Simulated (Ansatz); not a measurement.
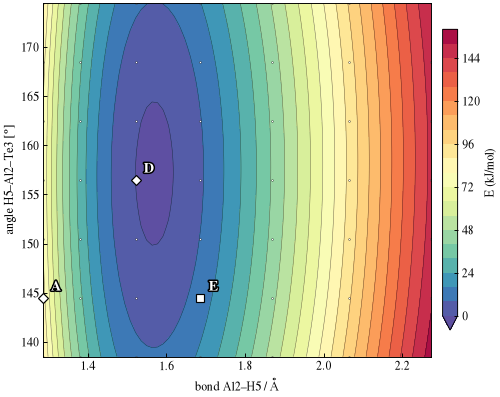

AlH₂NTe, SMILES [NH]1[AlH][Te]1. Two internal coordinates are moved rigidly from the geometry relaxed at PBE0-D4/def2-TZVP, all others fixed. First axis: bond Al2–H5. Second axis: angle H5–Al2–Te3. The scan uses a 7 × 7 grid. Points are written as (first, second). Energies are in kJ/mol, from the lowest grid point. Level of theory: RKS r2SCAN-D4/def2-TZVPP (Ansatz 0.2.0).

In the figure: filled contours, dots at the grid points, lettered points. Between grid points the surface is interpolated.

### Is D the lowest point of the computed grid?

Yes. D, at (1.522 Å, 156.5°), has the lowest energy of the grid.

### Rank the lettered points by energy, lowest first.

D (0 kJ/mol), E (12 kJ/mol), A (84 kJ/mol).
